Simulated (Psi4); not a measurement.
# CH5BClNO (SMILES NB(Cl)CO): HF/STO-3G

What is the vertical singlet–triplet gap of CH5BClNO at HF/STO-3G? 

Program for the calculation: Psi4 1.11.

1 further run of the same task is left out (set aside as unsound or not needed).

### Step 1. The structure to begin with

The species is CH5BClNO (10 atoms), meant as a singlet with charge 0. SMILES: `NB(Cl)CO`. Geometry: relaxed at PBE0-D4/def2-TZVP. This is a higher conformer, about 10 kJ/mol above the lowest found by a separate search.

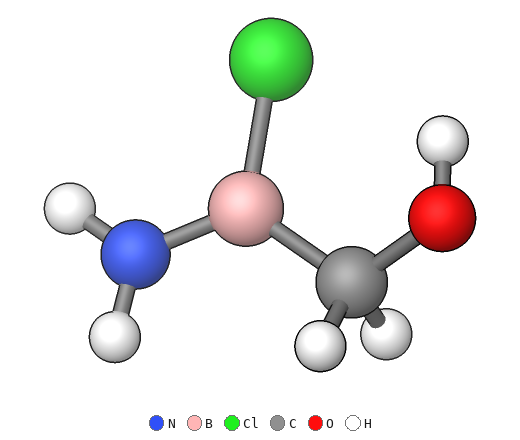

The structure, seen from a chosen angle (nitrogen blue, boron pink, chlorine green, carbon grey, oxygen red, hydrogen white).

### Step 2. Energy and forces at HF/STO-3G

Contents of ch5bclno_ase.py:

```python
import numpy as np
from ase.calculators.psi4 import Psi4
from ase import Atoms

a = Atoms(['N', 'B', 'Cl', 'C', 'O', 'H', 'H', 'H', 'H', 'H'], positions=[
    [-1.481300, 0.770100, 0.263800],
    [-0.131200, 0.458300, 0.272600],
    [0.978400, 1.531400, 1.166200],
    [0.484800, -0.764800, -0.509200],
    [1.724500, -1.243900, -0.030200],
    [-1.860400, 1.585400, 0.713900],
    [-2.164100, 0.196600, -0.201200],
    [-0.217400, -1.606600, -0.495200],
    [0.570000, -0.469000, -1.570200],
    [2.179800, -0.508700, 0.392200],
])
calc = Psi4(atoms=a, method='hf', basis='STO-3G', memory='1600MB', num_threads=1, charge=0, multiplicity=1, label='calc')
calc.psi4.set_options({'puream': True, 'e_convergence': 1e-09, 'd_convergence': 1e-08, 'scf_type': 'pk'})
a.calc = calc

forces = a.get_forces()
print(f'energy: {a.get_potential_energy():.6f} eV')
print('forces / eV A^-1')
print(np.round(forces, 5))
```

Command:

```sh
$ python ch5bclno_ase.py
```

calc.dat:

```text
[...]
  Running in c1 symmetry.
[...]
  Nuclear repulsion =  209.056385076964602
[...]
  Multiplicity = 1
[...]
  Nalpha       = 24
  Nbeta        = 24
[...]
    Number of basis functions: 34
[...]
   @RHF iter   1:  -646.85217820397793   -2.97061e+00   9.64122e-03 DIIS/ADIIS
[...]
   @RHF iter  11:  -646.93772686411057   -6.82121e-13   2.35638e-09 DIIS
[...]
    Orbital Energies [Eh]
    ---------------------
    Doubly Occupied:
       1A   -103.668870     2A    -20.242892     3A    -15.369203
       4A    -11.065608     5A    -10.355353     6A     -7.798808
       7A     -7.794360     8A     -7.794160     9A     -7.481817
      10A     -1.279432    11A     -1.141893    12A     -1.012886
      13A     -0.876569    14A     -0.670765    15A     -0.662347
      16A     -0.602292    17A     -0.563180    18A     -0.535032
      19A     -0.459401    20A     -0.444636    21A     -0.395839
      22A     -0.382938    23A     -0.375632    24A     -0.339376
[...]
  @RHF Final Energy:  -646.93772686411057
   => Energetics <=
    Nuclear Repulsion Energy =            209.0563850769646024
    One-Electron Energy =               -1309.3616410298554911
    Two-Electron Energy =                 453.3675290887805431
    Total Energy =                       -646.9377268641104592
[...]
 Multipole Moments:
 ------------------------------------------------------------------------------------
     Multipole            Electronic (a.u.)      Nuclear  (a.u.)        Total (a.u.)
 ------------------------------------------------------------------------------------
 L = 1.  Multiply by 2.5417464519 to convert [e a0] to [Debye]
 Dipole X            :          2.1336533           -3.4884773           -1.3548240
 Dipole Y            :          4.0125824           -3.7968638            0.2157186
 Dipole Z            :          3.2661648           -3.6204540           -0.3542892
 Magnitude           :                                                    1.4168993
[...]
  -Total Gradient:
     Atom            X                  Y                   Z
    ------   -----------------  -----------------  -----------------
       1       -0.030903035156     0.007260633070    -0.000298507107
       2        0.026385324724    -0.005361719083     0.001813336413
       3       -0.007204764631    -0.008186261792    -0.006537777681
       4        0.012479127235    -0.002806504957     0.012825374620
       5       -0.007310451386     0.044317327021     0.007407780025
       6        0.007196014394    -0.010981593712    -0.006799105383
       7        0.010746826566     0.006879546885     0.006764090464
       8       -0.001062217648    -0.001553168185     0.000108040221
       9        0.000483026035     0.000695721029    -0.003437918032
      10       -0.010809850128    -0.030263980289    -0.011845313540
[...]
```

Standard output:

```text
energy: -17604.072219 eV
forces / eV A^-1
[[ 1.5891  -0.37336  0.01535]
 [-1.35679  0.27571 -0.09325]
 [ 0.37048  0.42095  0.33619]
 [-0.6417   0.14432 -0.65951]
 [ 0.37592 -2.27889 -0.38092]
 [-0.37003  0.5647   0.34962]
 [-0.55262 -0.35376 -0.34782]
 [ 0.05462  0.07987 -0.00556]
 [-0.02484 -0.03578  0.17678]
 [ 0.55586  1.55624  0.60911]]
```

Run time: 3 s. Hardware: 1 thread of Intel Xeon Platinum 8259CL at 2.50GHz (Skylake/Cascade Lake), shared host; peak memory 0.19 GiB.

### Step 3. The triplet: the energy at UHF/STO-3G

Contents of job.py:

```python
import psi4

psi4.set_memory('1600 MB')
psi4.set_num_threads(1)
psi4.core.set_output_file('ch5bclno.out', False)

molecule = psi4.geometry("""
0 3
N     -2.79925131     1.45527809     0.49850975
B     -0.24793207     0.86606148     0.51513934
Cl     1.84890804     2.89392659     2.20379861
C      0.91613923    -1.44526254    -0.96224854
O      3.25883270    -2.35063033    -0.05706973
H     -3.51564648     2.99597180     1.34907548
H     -4.08955631     0.37152016    -0.38021290
H     -0.41082646    -3.03603399    -0.93579238
H      1.07714389    -0.88628155    -2.96724796
H      4.11922501    -0.96130368     0.74115059
units bohr
symmetry c1
""")

options = {'reference': 'uhf', 'puream': True, 'e_convergence': 1e-09, 'd_convergence': 1e-08, 'scf_type': 'pk', 'maxiter': 100}
psi4.set_options(options)

e_tot, wfn = psi4.energy('hf/STO-3G', return_wfn=True)
psi4.oeprop(wfn, 'LOWDIN_CHARGES', 'MAYER_INDICES', 'DIPOLE', title='HF')
print('E =', round(e_tot, 9))
```

Command:

```sh
$ python job.py
```

ch5bclno.out:

```text
[...]
  Running in c1 symmetry.
[...]
  Nuclear repulsion =  209.056385068828888
[...]
  Multiplicity = 3
[...]
  Nalpha       = 25
  Nbeta        = 23
[...]
    Number of basis functions: 34
[...]
   @UHF iter   1:  -646.57279109704052   -2.69122e+00   8.46811e-03 DIIS/ADIIS
[...]
   @UHF iter  20:  -646.66189414425605   -5.68434e-13   4.29747e-09 DIIS
[...]
   @S^2 Observed:                2.018381151E+00
[...]
    Orbital Energies [Eh]
    ---------------------
    Alpha Occupied:
       1A   -103.554611     2A    -20.673823     3A    -15.194141
       4A    -11.122918     5A    -10.248498     6A     -7.690585
       7A     -7.688356     8A     -7.688157     9A     -7.258167
      10A     -1.607033    11A     -1.017973    12A     -0.983864
      13A     -0.930639    14A     -0.822759    15A     -0.814604
      16A     -0.722219    17A     -0.573603    18A     -0.565313
      19A     -0.534277    20A     -0.457016    21A     -0.378993
      22A     -0.368143    23A     -0.319437    24A     -0.301208
      25A     -0.014514
    Alpha Virtual:
[...]
  @UHF Final Energy:  -646.66189414425605
   => Energetics <=
    Nuclear Repulsion Energy =            209.0563850688288881
    One-Electron Energy =               -1309.6782028973048000
    Two-Electron Energy =                 453.9599236842199161
    Total Energy =                       -646.6618941442560526
  UHF NO Occupations:
  HONO-2 :   23  A 1.9966635
  HONO-1 :   24  A 1.0000000
[...]
 Multipole Moments:
 ------------------------------------------------------------------------------------
     Multipole            Electronic (a.u.)      Nuclear  (a.u.)        Total (a.u.)
 ------------------------------------------------------------------------------------
 L = 1.  Multiply by 2.5417464519 to convert [e a0] to [Debye]
 Dipole X            :          4.7382312           -3.4884773            1.2497539
 Dipole Y            :          1.7247243           -3.7968638           -2.0721395
 Dipole Z            :          2.5428032           -3.6204540           -1.0776509
 Magnitude           :                                                    2.6489580
[...]
```

The script printed:

```text
E = -646.661894144
```

Wall time 2.5 s (1 thread of Intel Xeon Platinum 8259CL at 2.50GHz (Skylake/Cascade Lake), shared host); peak memory 0.18 GiB.

### Step 4. Results

Level: HF/STO-3G.

| quantity | value |
| --- | --- |
| singlet: total energy | -646.93773 Eh |
| singlet: dipole moment | 3.60 D |
| singlet: HOMO energy | -9.23 eV |
| singlet: LUMO energy | 7.91 eV |
| singlet: HOMO–LUMO gap | 17.15 eV |
| singlet: largest force on an atom | 2.341 eV/Å |
| triplet: total energy | -646.66189 Eh |
| triplet: dipole moment | 6.73 D |
| triplet: HOMO energy (highest over α and β) | -0.39 eV |
| triplet: LUMO energy (lowest over α and β) | 1.63 eV |
| triplet: ⟨S²⟩ | 2.018 |
| vertical energy of the triplet above the singlet | 7.506 eV |

At this shape the triplet lies 7.51 eV (173 kcal/mol) above the singlet. The largest force (singlet) is 2.34 eV/Å: the shape isn't a stationary point for this species at this level. In a minimal basis such a difference can be off by several eV, whatever the method.
